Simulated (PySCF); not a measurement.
# O₂, triplet, SMILES `O=O`: electronic structure

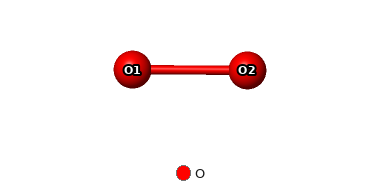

The molecule, with its atoms numbered as below. No frequency check shows the geometry to be a minimum.

Cartesian coordinates (Å):

```
O1       0.6049    0.0000    0.0000
O2      -0.6049    0.0000    0.0000
```

Part 1: Bonding charge

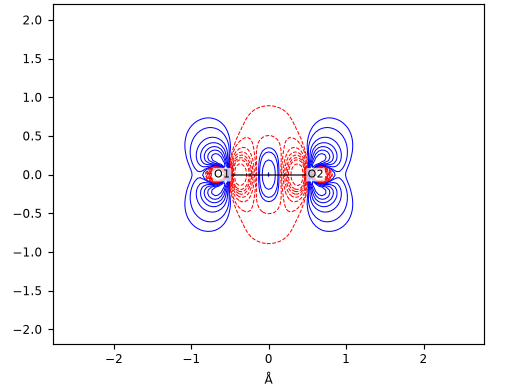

Deformation density (molecule less spherical, spin-averaged free atoms) in a plane that holds the bond; contours at ±0.05 to ±0.8 e/Å³; solid blue lines: gain, dashed red lines: loss.

PySCF calculation, ωB97X/def2-SVPD, gas phase; geometry: GFN2-xTB. The stability of the open-shell solution wasn't checked. GFN2-xTB doesn't know the spin state, so this open-shell geometry is rough.

Q: Describe the bonding that the map shows.

A: O1–O2: +0.30 e/Å³ at the bond critical point (bond length 1.21 Å). In all, 0.4 electrons gather in the regions of gain relative to the promolecule.

Q: Where do the Hirshfeld charges lie?

A: The highest Hirshfeld charge is on O1 and O2 (0.00 e), the lowest on O1 and O2 (0.00 e).

Part 2: Bond critical points

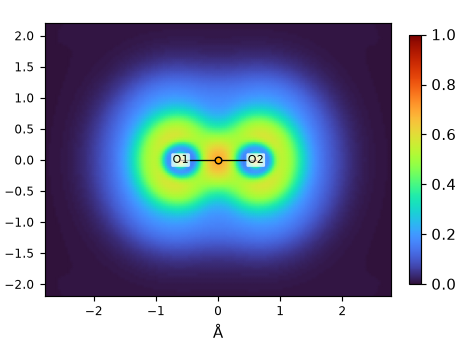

Localised orbital locator (LOL) in a plane that holds the bond, with bond paths and bond critical points (dots).

Q: What values does LOL take at the bond critical points in this plane?

A: O1–O2: about 0.69. Values above 0.5 mark slow, localised electrons, as in shared pairs; low values at a critical point mark a polar or closed-shell contact whose critical point lies between the shells.

Part 3: Local ionisation energy

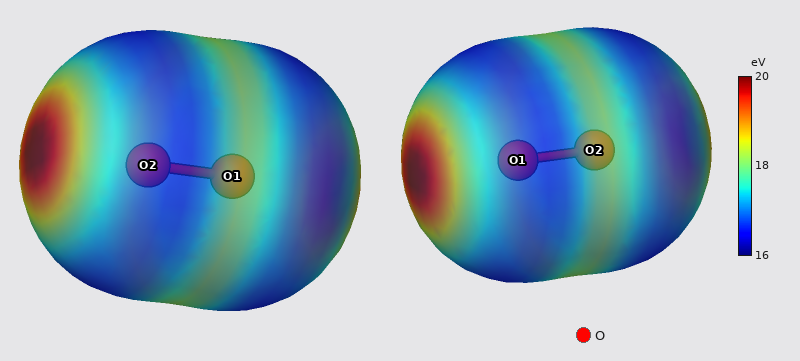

Average local ionisation energy on the surface of electron density 0.001 a.u. (back view left, front view right).

Q: Locate the minima of the map.

A: The lowest value is 16.6 eV, 1.7 Å from O2, and at like points elsewhere. For comparison, the highest occupied orbital lies at −11.8 eV.

Part 4: Spin density

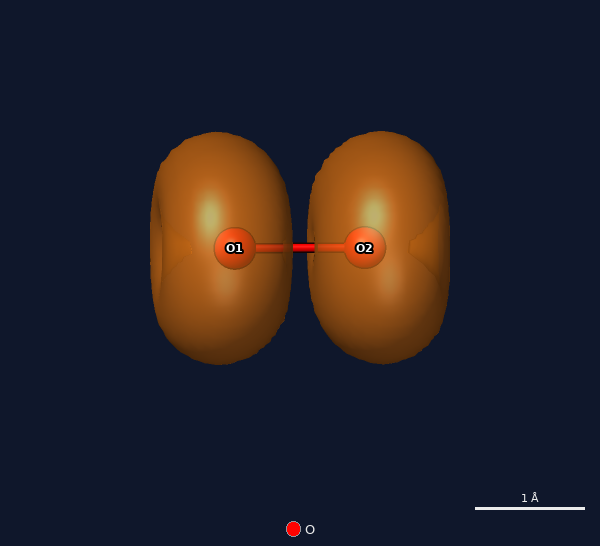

Spin density ρα − ρβ at ±0.03 e/Å³ (orange: excess α, blue: excess β).

Q: Give the atomic spin populations that go with this picture.

A: Hirshfeld spin populations: O1 and O2 +1.00. ⟨S²⟩ = 2.01, against 2.00 for a pure state.

Part 5: In an electric field

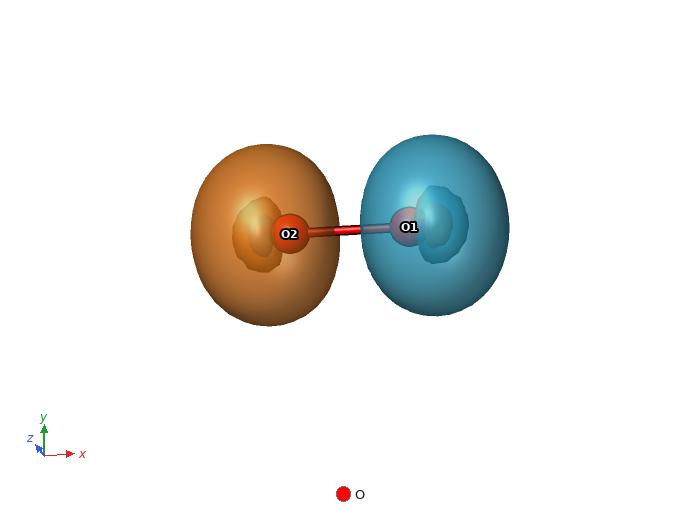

Change of the electron density in a uniform field of 0.51 V/Å, surfaces at ±0.005 e/Å³ (light blue: gain, orange: loss).

Q: Along which Cartesian direction does the field point?

A: Along −x: electrons gather on the +x side, against the field.

Q: How large is the response?

A: The induced dipole is 0.39 D (along the field); α along this axis, from the fields in both directions, is 15 bohr³ (2.3 Å³).

Q: Which atoms gain and lose the most charge?

A: Electrons gather most on O1 (Hirshfeld charge changes by −0.037 e) and leave O2 most (+0.037 e); 0.043 electrons are displaced in all.

The PySCF runs shown took 5.6 s and 9.9 s on 1 thread of AMD EPYC 7571 (shared host).
